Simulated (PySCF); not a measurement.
# AlH2Br: electronic excitations at several levels of theory, part 1 of 2

How much do the electronic excitations of AlH2Br (`[AlH2][Br]`) depend on the level of theory, and what does each level cost?

The runs use PySCF 2.14.0, with density-fitted response routines of our own; the level of theory stands in each step. All values are computed, except where a source is named. Atoms count from 0, in the outputs and in this text.

## 1. The molecule as given

4 atoms, charge 0, multiplicity 1; geometry from: PBE0-D3(BJ)/def2-SVP.

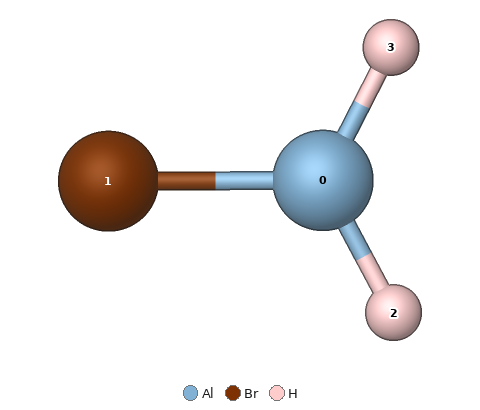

As it starts; aluminium light blue, bromine brown, hydrogen pink, atoms numbered.

## 2. Excited states and response: PBE/def2-SVPD

The job: settings as JSON, then the geometry in Å.

```
{"job": {"kind": "uv", "xc": "PBE", "basis": "def2-SVPD", "ip": true}, "charge": 0, "multiplicity": 1}
Al    -0.308269    -0.112804    -0.161890
Br     1.925254    -0.285064    -0.449198
H     -1.014020     1.209461    -0.661874
H     -1.045784    -1.324425     0.530602
```

Level: TDDFT PBE/def2-SVPD, vertical, gas phase, core orbitals frozen in the response.

Launch:

```sh
> OMP_NUM_THREADS=1 python probes_run.py task.json out
```

This one command runs all jobs of the session in turn.

The log of the run:

```text
coarse grid: 18632 points
cycle   1  E = -2816.8975878059  dE = -1.112e+00  |g| = 2.405e-01  |ddm| = 1.989e+00
cycle   2  E = -2816.8968998308  dE =  6.880e-04  |g| = 2.104e-01  |ddm| = 7.433e-01
cycle   3  E = -2816.9114423144  dE = -1.454e-02  |g| = 1.050e-01  |ddm| = 4.779e-01
cycle   4  E = -2816.9144307086  dE = -2.988e-03  |g| = 3.491e-03  |ddm| = 1.207e-01
cycle   5  E = -2816.9144346490  dE = -3.940e-06  |g| = 1.215e-03  |ddm| = 9.803e-03
final grid: 35712 points
cycle   6  E = -2816.9144023616  dE =  1.488e-07  |g| = 1.395e-03  |ddm| = 4.063e-03
cycle   7  E = -2816.9144017332  dE =  6.284e-07  |g| = 1.846e-03  |ddm| = 4.388e-03
cycle   8  E = -2816.9144030343  dE = -1.301e-06  |g| = 3.520e-04  |ddm| = 2.650e-03
cycle   9  E = -2816.9144030581  dE = -2.380e-08  |g| = 1.639e-05  |ddm| = 4.098e-04
cycle  10  E = -2816.9144030582  dE = -1.228e-10  |g| = 2.509e-06  |ddm| = 3.905e-05
converged SCF energy = -2816.9144030582

Static polarisability (au): isotropic 52.948, principal 43.902 50.154 64.789

Singlet excitations
state   eV       nm        f      main configurations
  1   4.5474    272.6   0.00000   H->L 1.00
  2   5.4725    226.6   0.05055   H-1->L 0.96
  3   5.6650    218.9   0.00000   H-2->L 1.00
  4   6.0035    206.5   0.00921   H-3->L 0.99
  5   6.2676    197.8   0.04770   H->L+1 0.95
  6   6.7721    183.1   0.06041   H-1->L+1 0.98
  7   7.0163    176.7   0.00531   H->L+2 0.84, H-2->L+1 0.09
  8   7.1568    173.2   0.00026   H->L+3 0.86, H-2->L+1 0.11
  9   7.4382    166.7   0.00147   H-2->L+1 0.74, H->L+2 0.09
 10   7.5505    164.2   0.01508   H-1->L+2 1.00

Triplet excitations (Tamm-Dancoff, eV): 4.3243 4.8179 5.2963 5.5544
Vertical ionisation energy (delta-SCF) = 10.1802 eV
Vertical electron affinity (delta-SCF) = 0.2073 eV
```

It took 14 s on 1 thread of Arm Neoverse V1, shared host; peak memory 0.3 GiB.

Frontier orbitals and where they lie:

```csv
orbital,eV,atoms
HOMO−3,-8.42,"Br1 51 %, Al0 26 %, H2 12 %"
HOMO−2,-8.12,"Br1 34 %, Al0 30 %, H3 18 %"
HOMO−1,-7.64,"Br1 89 %, Al0 10 %"
HOMO,-7.04,"Br1 61 %, Al0 18 %, H3 11 %"
LUMO,-2.55,"Al0 62 %, Br1 18 %, H2 10 %"
LUMO+1,-1.00,"Al0 42 %, Br1 32 %, H2 13 %"
LUMO+2,-0.09,"Al0 51 %, H2 18 %, H3 18 %"
```

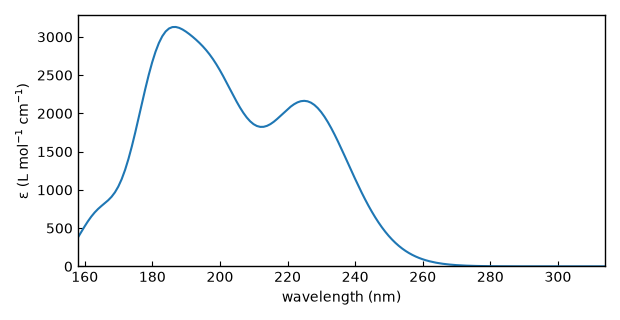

Absorption spectrum: each of the 10 states is a Gaussian band of 0.4 eV half-width at 1/e. Beyond the last state computed it falls off for lack of states.

Further results of this job:

```
           property  computed
  dipole moment (D)      1.12
polarisability (Å³)      7.85
 HOMO–LUMO gap (eV)      4.49
      −ε(HOMO) (eV)      7.04
```

## 3. TDDFT and polarisability: B3LYP/def2-SVPD

The job: settings as JSON, then the geometry in Å.

```
{"job": {"kind": "uv", "xc": "B3LYP", "basis": "def2-SVPD", "ip": true}, "charge": 0, "multiplicity": 1}
Al    -0.308269    -0.112804    -0.161890
Br     1.925254    -0.285064    -0.449198
H     -1.014020     1.209461    -0.661874
H     -1.045784    -1.324425     0.530602
```

Method: TDDFT B3LYP/def2-SVPD, vertical, gas phase, core orbitals frozen in the response.

The log of the run:

```text
coarse grid: 18632 points
cycle   1  E = -2817.4857490674  dE = -1.140e+00  |g| = 2.167e-01  |ddm| = 1.896e+00
cycle   2  E = -2817.4880228067  dE = -2.274e-03  |g| = 1.860e-01  |ddm| = 6.295e-01
cycle   3  E = -2817.5003702616  dE = -1.235e-02  |g| = 6.338e-02  |ddm| = 3.646e-01
cycle   4  E = -2817.5011624820  dE = -7.922e-04  |g| = 3.760e-03  |ddm| = 5.905e-02
cycle   5  E = -2817.5011658081  dE = -3.326e-06  |g| = 1.283e-03  |ddm| = 5.972e-03
final grid: 35712 points
cycle   6  E = -2817.5011403931  dE = -1.566e-07  |g| = 1.077e-03  |ddm| = 2.601e-03
cycle   7  E = -2817.5011404021  dE = -8.985e-09  |g| = 9.944e-04  |ddm| = 2.213e-03
cycle   8  E = -2817.5011407298  dE = -3.278e-07  |g| = 1.475e-04  |ddm| = 1.243e-03
cycle   9  E = -2817.5011407344  dE = -4.601e-09  |g| = 1.054e-05  |ddm| = 1.808e-04
cycle  10  E = -2817.5011407345  dE = -3.092e-11  |g| = 6.461e-07  |ddm| = 1.757e-05
converged SCF energy = -2817.5011407345

Static polarisability (au): isotropic 51.111, principal 42.507 48.735 62.092

Singlet excitations
state   eV       nm        f      main configurations
  1   4.9406    250.9   0.00000   H->L 0.99
  2   5.8815    210.8   0.05075   H-1->L 0.96
  3   6.0678    204.3   0.00000   H-2->L 0.99
  4   6.3625    194.9   0.00912   H-3->L 0.99
  5   6.6093    187.6   0.05389   H->L+1 0.95
  6   7.0742    175.3   0.06807   H-1->L+1 0.98
  7   7.4596    166.2   0.00842   H->L+2 0.92
  8   7.6215    162.7   0.00034   H->L+3 0.67, H-2->L+1 0.25
  9   7.9396    156.2   0.00643   H-2->L+1 0.68, H->L+3 0.24
 10   8.0015    155.0   0.03511   H-1->L+2 0.82, H-1->L+3 0.17

Triplet excitations (Tamm-Dancoff, eV): 4.7059 5.2511 5.7220 5.9324
Vertical ionisation energy (delta-SCF) = 10.4908 eV
Vertical electron affinity (delta-SCF) = 0.1123 eV
```

Run time: 11 s. Hardware: 1 thread of Arm Neoverse V1, shared host; peak memory 0.36 GiB.

Key values: HOMO -8.04 eV, LUMO -1.99 eV; lowest singlet 4.94 eV.

## 4. TDDFT and polarisability: PBE0/def2-SVPD

The job: settings as JSON, then the geometry in Å.

```
{"job": {"kind": "uv", "xc": "PBE0", "basis": "def2-SVPD", "ip": true}, "charge": 0, "multiplicity": 1}
Al    -0.308269    -0.112804    -0.161890
Br     1.925254    -0.285064    -0.449198
H     -1.014020     1.209461    -0.661874
H     -1.045784    -1.324425     0.530602
```

With the program's defaults for keys left out, this is: TDDFT PBE0/def2-SVPD, vertical, gas phase, core orbitals frozen in the response.

The log of the run:

```text
coarse grid: 18632 points
cycle   1  E = -2817.0193634335  dE = -1.150e+00  |g| = 1.944e-01  |ddm| = 1.915e+00
cycle   2  E = -2817.0228399637  dE = -3.477e-03  |g| = 1.604e-01  |ddm| = 5.696e-01
cycle   3  E = -2817.0320178985  dE = -9.178e-03  |g| = 4.904e-02  |ddm| = 3.047e-01
cycle   4  E = -2817.0324450659  dE = -4.272e-04  |g| = 3.451e-03  |ddm| = 4.274e-02
cycle   5  E = -2817.0324480959  dE = -3.030e-06  |g| = 1.061e-03  |ddm| = 6.005e-03
final grid: 35712 points
cycle   6  E = -2817.0324221114  dE = -1.464e-07  |g| = 8.072e-04  |ddm| = 1.958e-03
cycle   7  E = -2817.0324221455  dE = -3.412e-08  |g| = 6.749e-04  |ddm| = 1.479e-03
cycle   8  E = -2817.0324222867  dE = -1.412e-07  |g| = 8.858e-05  |ddm| = 7.939e-04
cycle   9  E = -2817.0324222884  dE = -1.723e-09  |g| = 7.153e-06  |ddm| = 1.105e-04
cycle  10  E = -2817.0324222884  dE = -1.091e-11  |g| = 6.005e-07  |ddm| = 1.124e-05
converged SCF energy = -2817.0324222884

Static polarisability (au): isotropic 50.570, principal 42.349 48.090 61.270

Singlet excitations
state   eV       nm        f      main configurations
  1   5.0763    244.2   0.00000   H->L 0.99
  2   6.0649    204.4   0.05094   H-1->L 0.96
  3   6.1942    200.2   0.00000   H-2->L 0.99
  4   6.5001    190.7   0.01118   H-3->L 0.99
  5   6.8001    182.3   0.05290   H->L+1 0.95
  6   7.2847    170.2   0.07345   H-1->L+1 0.98
  7   7.7038    160.9   0.01813   H->L+2 0.86, H->L+3 0.12
  8   7.8298    158.3   0.00237   H->L+3 0.54, H-2->L+1 0.33, H->L+2 0.11
  9   8.1217    152.7   0.00719   H-2->L+1 0.60, H->L+3 0.30
 10   8.2919    149.5   0.03213   H-1->L+2 0.71, H-1->L+3 0.28

Triplet excitations (Tamm-Dancoff, eV): 4.7638 5.3909 5.8307 5.9712
Vertical ionisation energy (delta-SCF) = 10.5249 eV
Vertical electron affinity (delta-SCF) = 0.1894 eV
```

Run time: 12 s. Hardware: 1 thread of Arm Neoverse V1, shared host; peak memory 0.36 GiB.

In short: HOMO -8.28 eV, LUMO -1.79 eV; lowest singlet 5.08 eV.

## 5. Ultraviolet spectrum: BHandHLYP/def2-SVPD

The job: settings as JSON, then the geometry in Å.

```
{"job": {"kind": "uv", "xc": "BHandHLYP", "basis": "def2-SVPD", "ip": true}, "charge": 0, "multiplicity": 1}
Al    -0.308269    -0.112804    -0.161890
Br     1.925254    -0.285064    -0.449198
H     -1.014020     1.209461    -0.661874
H     -1.045784    -1.324425     0.530602
```

Level: TDDFT BHandHLYP/def2-SVPD, vertical, gas phase, core orbitals frozen in the response.

The log of the run:

```text
coarse grid: 18632 points
cycle   1  E = -2817.4262044367  dE = -1.181e+00  |g| = 1.995e-01  |ddm| = 1.824e+00
cycle   2  E = -2817.4361868113  dE = -9.982e-03  |g| = 1.375e-01  |ddm| = 5.229e-01
cycle   3  E = -2817.4424931166  dE = -6.306e-03  |g| = 3.146e-02  |ddm| = 2.390e-01
cycle   4  E = -2817.4426311385  dE = -1.380e-04  |g| = 5.205e-03  |ddm| = 3.061e-02
cycle   5  E = -2817.4426398068  dE = -8.668e-06  |g| = 9.586e-04  |ddm| = 9.654e-03
final grid: 35712 points
cycle   6  E = -2817.4426235058  dE = -2.338e-07  |g| = 5.721e-04  |ddm| = 1.832e-03
cycle   7  E = -2817.4426235465  dE = -4.068e-08  |g| = 3.870e-04  |ddm| = 8.706e-04
cycle   8  E = -2817.4426235691  dE = -2.259e-08  |g| = 1.765e-05  |ddm| = 3.440e-04
cycle   9  E = -2817.4426235693  dE = -1.755e-10  |g| = 6.573e-06  |ddm| = 3.440e-05
converged SCF energy = -2817.4426235693

Static polarisability (au): isotropic 48.799, principal 40.998 46.709 58.689

Singlet excitations
state   eV       nm        f      main configurations
  1   5.5042    225.3   0.00000   H->L 0.95
  2   6.5534    189.2   0.05131   H-1->L 0.95
  3   6.6592    186.2   0.00000   H-2->L 0.95
  4   6.9068    179.5   0.01079   H-3->L 0.97
  5   7.1572    173.2   0.05883   H->L+1 0.84, H->L+2 0.10
  6   7.6126    162.9   0.08508   H-1->L+1 0.87, H-1->L+2 0.08
  7   8.1004    153.1   0.01951   H->L+2 0.74, H->L+3 0.14
  8   8.2909    149.5   0.01543   H->L+3 0.57, H-2->L+1 0.24
  9   8.6264    143.7   0.01728   H-2->L+1 0.50, H->L+3 0.24
 10   8.6944    142.6   0.04408   H-1->L+2 0.58, H-1->L+3 0.28, H-1->L+1 0.08

Triplet excitations (Tamm-Dancoff, eV): 5.1644 5.8850 6.3171 6.3840
Vertical ionisation energy (delta-SCF) = 10.6955 eV
```

It took 6 s on 1 thread of Arm Neoverse V1, shared host; peak memory 0.36 GiB.

This run: HOMO -9.39 eV, LUMO -1.01 eV; lowest singlet 5.50 eV.

## 6. Excited states and response: CAM-B3LYP/def2-SVPD

The job: settings as JSON, then the geometry in Å.

```
{"job": {"kind": "uv", "xc": "CAM-B3LYP", "basis": "def2-SVPD", "ip": true}, "charge": 0, "multiplicity": 1}
Al    -0.308269    -0.112804    -0.161890
Br     1.925254    -0.285064    -0.449198
H     -1.014020     1.209461    -0.661874
H     -1.045784    -1.324425     0.530602
```

Level: TDDFT CAM-B3LYP/def2-SVPD, vertical, gas phase, core orbitals frozen in the response.

The log of the run:

```text
coarse grid: 18632 points
cycle   1  E = -2817.5567275993  dE = -1.176e+00  |g| = 2.242e-01  |ddm| = 1.804e+00
cycle   2  E = -2817.5686136871  dE = -1.189e-02  |g| = 1.373e-01  |ddm| = 5.563e-01
cycle   3  E = -2817.5751938421  dE = -6.580e-03  |g| = 3.912e-02  |ddm| = 2.594e-01
cycle   4  E = -2817.5754260392  dE = -2.322e-04  |g| = 6.549e-03  |ddm| = 3.571e-02
cycle   5  E = -2817.5754383737  dE = -1.233e-05  |g| = 1.275e-03  |ddm| = 1.387e-02
cycle   6  E = -2817.5754389530  dE = -5.794e-07  |g| = 2.470e-04  |ddm| = 2.509e-03
final grid: 35712 points
cycle   7  E = -2817.5754085161  dE = -2.660e-08  |g| = 1.545e-04  |ddm| = 5.487e-04
cycle   8  E = -2817.5754085200  dE = -3.970e-09  |g| = 1.166e-04  |ddm| = 2.987e-04
cycle   9  E = -2817.5754085220  dE = -1.938e-09  |g| = 9.390e-06  |ddm| = 9.970e-05
cycle  10  E = -2817.5754085220  dE = -4.729e-11  |g| = 4.186e-06  |ddm| = 1.836e-05
converged SCF energy = -2817.5754085220

Static polarisability (au): isotropic 50.096, principal 41.903 47.922 60.462

Singlet excitations
state   eV       nm        f      main configurations
  1   5.2355    236.8   0.00000   H->L 0.95
  2   6.3319    195.8   0.05049   H-1->L 0.95
  3   6.4030    193.6   0.00000   H-2->L 0.95
  4   6.6555    186.3   0.01185   H-3->L 0.98
  5   6.9122    179.4   0.05727   H->L+1 0.85, H->L+2 0.09
  6   7.3948    167.7   0.07851   H-1->L+1 0.88
  7   7.8685    157.6   0.01975   H->L+2 0.74, H->L+3 0.13
  8   8.0503    154.0   0.01121   H->L+3 0.51, H-2->L+1 0.30, H-2->L+2 0.09
  9   8.4004    147.6   0.01374   H-2->L+1 0.43, H->L+3 0.31
 10   8.4869    146.1   0.04288   H-1->L+2 0.54, H-1->L+3 0.33

Triplet excitations (Tamm-Dancoff, eV): 4.9204 5.6711 6.0783 6.1623
Vertical ionisation energy (delta-SCF) = 10.7256 eV
Vertical electron affinity (delta-SCF) = 0.0741 eV
```

Run time: 9.1 s. Hardware: 1 thread of Arm Neoverse V1, shared host; peak memory 0.36 GiB.

This run: HOMO -9.59 eV, LUMO -0.85 eV; lowest singlet 5.24 eV.

## 7. TDDFT and polarisability: wB97X-D/def2-SVPD

The job: settings as JSON, then the geometry in Å.

```
{"job": {"kind": "uv", "xc": "wB97X-D", "basis": "def2-SVPD", "ip": true}, "charge": 0, "multiplicity": 1}
Al    -0.308269    -0.112804    -0.161890
Br     1.925254    -0.285064    -0.449198
H     -1.014020     1.209461    -0.661874
H     -1.045784    -1.324425     0.530602
```

With the program's defaults for keys left out, this is: TDDFT wB97X-D/def2-SVPD, vertical, gas phase, core orbitals frozen in the response.

The log of the run:

```text
coarse grid: 18632 points
cycle   1  E = -2817.4807469027  dE = -1.192e+00  |g| = 2.265e-01  |ddm| = 1.805e+00
cycle   2  E = -2817.4969015545  dE = -1.615e-02  |g| = 1.231e-01  |ddm| = 5.533e-01
cycle   3  E = -2817.5019123277  dE = -5.011e-03  |g| = 3.297e-02  |ddm| = 2.248e-01
cycle   4  E = -2817.5020983140  dE = -1.860e-04  |g| = 8.046e-03  |ddm| = 3.939e-02
cycle   5  E = -2817.5021216500  dE = -2.334e-05  |g| = 1.393e-03  |ddm| = 1.985e-02
cycle   6  E = -2817.5021226810  dE = -1.031e-06  |g| = 3.275e-04  |ddm| = 3.956e-03
final grid: 35712 points
cycle   7  E = -2817.5022309210  dE = -2.020e-07  |g| = 4.489e-04  |ddm| = 1.610e-03
cycle   8  E = -2817.5022309375  dE = -1.654e-08  |g| = 3.151e-04  |ddm| = 5.633e-04
cycle   9  E = -2817.5022309457  dE = -8.150e-09  |g| = 2.230e-05  |ddm| = 2.204e-04
cycle  10  E = -2817.5022309461  dE = -4.011e-10  |g| = 8.532e-06  |ddm| = 6.331e-05
converged SCF energy = -2817.5022309461

Static polarisability (au): isotropic 50.242, principal 42.392 47.832 60.502

Singlet excitations
state   eV       nm        f      main configurations
  1   5.3099    233.5   0.00000   H->L 0.94
  2   6.4125    193.3   0.04962   H-1->L 0.95
  3   6.4632    191.8   0.00000   H-2->L 0.94
  4   6.7235    184.4   0.01424   H-3->L 0.98
  5   7.0373    176.2   0.05811   H->L+1 0.77, H->L+2 0.16
  6   7.5106    165.1   0.08836   H-1->L+1 0.83, H-1->L+2 0.13
  7   8.0243    154.5   0.02042   H->L+2 0.65, H->L+1 0.10, H->L+3 0.09
  8   8.1428    152.3   0.02407   H->L+3 0.51, H-2->L+1 0.29, H-2->L+2 0.12
  9   8.5002    145.9   0.01225   H-2->L+1 0.36, H->L+3 0.33
 10   8.6410    143.5   0.38273   H-3->L+1 0.68, H-3->L+2 0.14, H->L+8 0.11

Triplet excitations (Tamm-Dancoff, eV): 5.0598 5.8521 6.2235 6.3251
Vertical ionisation energy (delta-SCF) = 10.6986 eV
Vertical electron affinity (delta-SCF) = 0.0196 eV
```

Run time: 8.4 s. Hardware: 1 thread of Arm Neoverse V1, shared host; peak memory 0.36 GiB.

This run: HOMO -10.15 eV, LUMO -0.09 eV; lowest singlet 5.31 eV.

## 8. Ultraviolet spectrum: LC-wPBE/def2-SVPD

The job: settings as JSON, then the geometry in Å.

```
{"job": {"kind": "uv", "xc": "LC-wPBE", "basis": "def2-SVPD", "ip": true}, "charge": 0, "multiplicity": 1}
Al    -0.308269    -0.112804    -0.161890
Br     1.925254    -0.285064    -0.449198
H     -1.014020     1.209461    -0.661874
H     -1.045784    -1.324425     0.530602
```

Level: TDDFT LC-wPBE/def2-SVPD, vertical, gas phase, core orbitals frozen in the response.

The log of the run:

```text
coarse grid: 18632 points
cycle   1  E = -2816.9842360959  dE = -1.210e+00  |g| = 2.519e-01  |ddm| = 1.822e+00
cycle   2  E = -2817.0050553056  dE = -2.082e-02  |g| = 1.009e-01  |ddm| = 5.182e-01
cycle   3  E = -2817.0085283088  dE = -3.473e-03  |g| = 2.539e-02  |ddm| = 1.926e-01
cycle   4  E = -2817.0087302819  dE = -2.020e-04  |g| = 1.111e-02  |ddm| = 4.594e-02
cycle   5  E = -2817.0087592247  dE = -2.894e-05  |g| = 1.544e-03  |ddm| = 2.175e-02
cycle   6  E = -2817.0087604538  dE = -1.229e-06  |g| = 3.603e-04  |ddm| = 4.335e-03
final grid: 35712 points
cycle   7  E = -2817.0086967580  dE = -7.360e-08  |g| = 1.903e-04  |ddm| = 7.391e-04
cycle   8  E = -2817.0086967693  dE = -1.135e-08  |g| = 1.237e-04  |ddm| = 3.112e-04
cycle   9  E = -2817.0086967715  dE = -2.181e-09  |g| = 2.560e-05  |ddm| = 9.451e-05
cycle  10  E = -2817.0086967722  dE = -7.026e-10  |g| = 6.270e-06  |ddm| = 8.380e-05
converged SCF energy = -2817.0086967722

Static polarisability (au): isotropic 48.753, principal 41.352 46.479 58.427

Singlet excitations
state   eV       nm        f      main configurations
  1   5.6071    221.1   0.00000   H->L 0.87, H-2->L 0.10
  2   6.8786    180.2   0.00001   H-2->L 0.85, H->L 0.09
  3   6.8804    180.2   0.05012   H-1->L 0.92
  4   7.0324    176.3   0.01648   H-3->L 0.94
  5   7.3881    167.8   0.05709   H->L+2 0.66, H->L+1 0.24
  6   7.8755    157.4   0.09196   H-1->L+2 0.60, H-1->L+1 0.30
  7   8.4355    147.0   0.02275   H->L+1 0.47, H->L+2 0.18, H-2->L+2 0.16
  8   8.5508    145.0   0.06063   H->L+3 0.48, H-2->L+2 0.29
  9   8.9638    138.3   0.03576   H->L+3 0.29, H-2->L+2 0.21, H->L+1 0.18
 10   9.0400    137.2   0.46559   H-3->L+2 0.56, H-3->L+1 0.21

Triplet excitations (Tamm-Dancoff, eV): 5.1324 6.1456 6.3602 6.5564
Vertical ionisation energy (delta-SCF) = 10.9556 eV
```

It took 10 s on 1 thread of Arm Neoverse V1, shared host; peak memory 0.36 GiB.

In short: HOMO -10.98 eV, LUMO 0.25 eV; lowest singlet 5.61 eV.

## 9. Ultraviolet spectrum: PBE0/6-31G*

The job: settings as JSON, then the geometry in Å.

```
{"job": {"kind": "uv", "xc": "PBE0", "basis": "6-31G*"}, "charge": 0, "multiplicity": 1}
Al    -0.308269    -0.112804    -0.161890
Br     1.925254    -0.285064    -0.449198
H     -1.014020     1.209461    -0.661874
H     -1.045784    -1.324425     0.530602
```

Level: TDDFT PBE0/6-31G*, vertical, gas phase, core orbitals frozen in the response.

The log of the run:

```text
coarse grid: 18632 points
cycle   1  E = -2817.0768041026  dE = -1.122e+00  |g| = 1.943e-01  |ddm| = 1.655e+00
cycle   2  E = -2817.0790755851  dE = -2.271e-03  |g| = 1.840e-01  |ddm| = 6.330e-01
cycle   3  E = -2817.0916414597  dE = -1.257e-02  |g| = 4.107e-02  |ddm| = 3.302e-01
cycle   4  E = -2817.0918469388  dE = -2.055e-04  |g| = 3.454e-03  |ddm| = 2.773e-02
cycle   5  E = -2817.0918504935  dE = -3.555e-06  |g| = 9.322e-04  |ddm| = 5.695e-03
final grid: 35712 points
cycle   6  E = -2817.0918175422  dE = -1.378e-07  |g| = 6.517e-04  |ddm| = 1.741e-03
cycle   7  E = -2817.0918175740  dE = -3.174e-08  |g| = 5.097e-04  |ddm| = 1.245e-03
cycle   8  E = -2817.0918176506  dE = -7.663e-08  |g| = 6.478e-05  |ddm| = 6.382e-04
cycle   9  E = -2817.0918176516  dE = -1.004e-09  |g| = 6.288e-06  |ddm| = 8.451e-05
cycle  10  E = -2817.0918176516  dE = -2.728e-12  |g| = 5.453e-07  |ddm| = 8.176e-06
converged SCF energy = -2817.0918176516

Static polarisability (au): isotropic 37.991, principal 26.844 34.624 52.506

Singlet excitations
state   eV       nm        f      main configurations
  1   5.0473    245.6   0.00000   H->L 0.99
  2   6.0104    206.3   0.06122   H-1->L 0.97
  3   6.1948    200.1   0.00000   H-2->L 0.99
  4   6.4528    192.1   0.00988   H-3->L 0.99
  5   6.9016    179.6   0.04688   H->L+1 0.98
  6   7.3894    167.8   0.06424   H-1->L+1 0.98
  7   8.1454    152.2   0.00875   H-2->L+1 0.88, H->L+2 0.12
  8   8.7240    142.1   0.47667   H-3->L+1 0.84, H->L+3 0.12
  9   8.7478    141.7   0.02130   H->L+2 0.82, H-2->L+1 0.10
 10   9.0691    136.7   0.00071   H-1->L+2 0.98

Triplet excitations (Tamm-Dancoff, eV): 4.8006 5.3262 5.8358 6.0039
```

It took 1.6 s on 1 thread of Arm Neoverse V1, shared host; peak memory 0.36 GiB.

Key values: HOMO -8.22 eV, LUMO -1.78 eV; lowest singlet 5.05 eV.

(Continued in part 2 of 2.)
